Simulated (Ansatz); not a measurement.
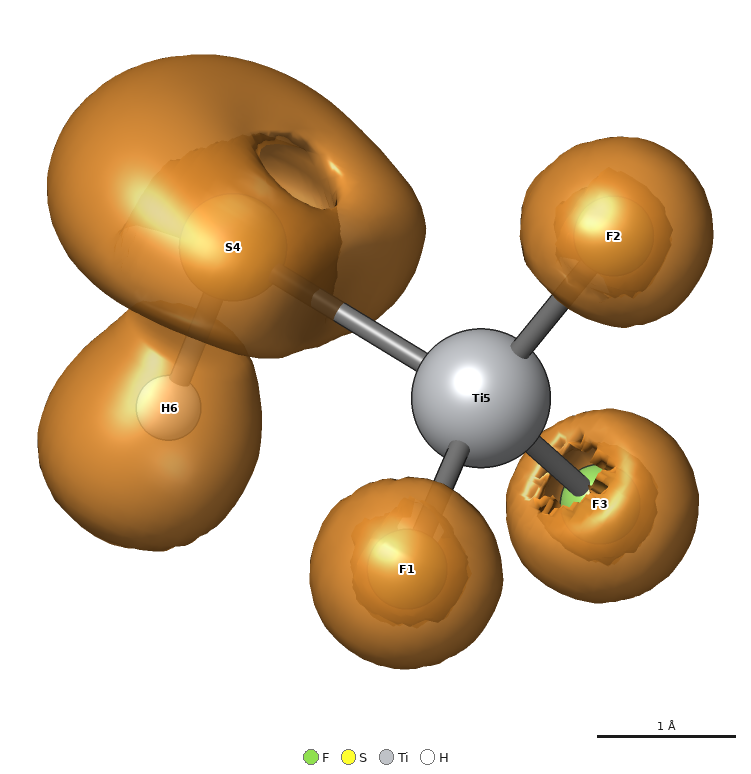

The picture shows: F₃HSTi (SMILES [F][Ti]([F])([F])[SH]). Isosurface of the ELF at 0.8 (orange), seen at a tilt. Only the valence region is drawn (cores and ρ < 0.01 e/Å³ removed).

Geometry: PBE0-D4/def2-SVP.

All numbers below come from isolated molecule in a Gaussian basis; Kohn-Sham density functional theory, functional PBE0 in Ansatz 0.2.0.

```csv
atom,x (Å),y (Å),z (Å)
F,-0.5964,-0.8030,1.5563
F,1.9481,-0.8242,0.2546
F,-0.4687,-1.3762,-1.1682
S,0.1197,1.7531,-0.3735
Ti,0.2714,-0.4641,0.1002
H,-1.2321,1.6503,-0.4157
```

### Describe the localisation domains.

At this value the surface marks out one region around a hydrogen nucleus, three regions wrapped around F (the valence shell of each) and one region wrapped around S (its valence shell). Along the contacts the grid gives the following. Ti–F (1.72 Å): the ELF peaks at about 0.80 in the valence shell of F, 0.5 Å from its nucleus, and drops to about 0.25 between the two atoms. Ti–S (2.27 Å): the ELF peaks at about 0.90 in the valence shell of S, 0.9 Å from its nucleus, and is about 0.60 at the midpoint.
